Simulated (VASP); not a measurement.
Consider the following.

```yaml
crystal:
  lattice:
    - [5.58651, 0.00000, 0.00000]
    - [-2.79325, 4.83806, 0.00000]
    - [0.00000, 0.00000, 4.46485]
  atoms:
    - { symbol: K, position: [0.00000, 0.00000, 0.00000] }
    - { symbol: Au, position: [0.66667, 0.33333, 0.00000] }
    - { symbol: Au, position: [0.33333, 0.66667, 0.00000] }
    - { symbol: Au, position: [0.50000, 0.00000, 0.50000] }
    - { symbol: Au, position: [0.50000, 0.50000, 0.50000] }
    - { symbol: Au, position: [0.00000, 0.50000, 0.50000] }
```

Method: LDA (Ceperley-Alder, Perdew-Zunger), VASP's LDA PAW potentials (set 64) (plane waves; VASP 6.6.1). Settings: 400 eV cut-off, 7×7×8 Γ-centred mesh, tetrahedra with Blöchl corrections, potentials K_sv Au.

Unless said otherwise, spin-orbit coupling is left out, though it shifts the bands of the heavy elements here.

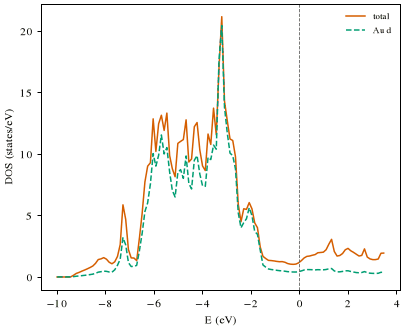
Figure. Total and projected density of states, zero at the Fermi level

Within 2 eV below the Fermi level the largest weight inside VASP's projection spheres is Au d.

It has no gap at this level: it comes out as a metal or semimetal.

The structure comes from a computed database's KAu5 entry (P6/mmm); how it stands against other phases isn't given here. It was relaxed first, which changed the volume by -6 %.
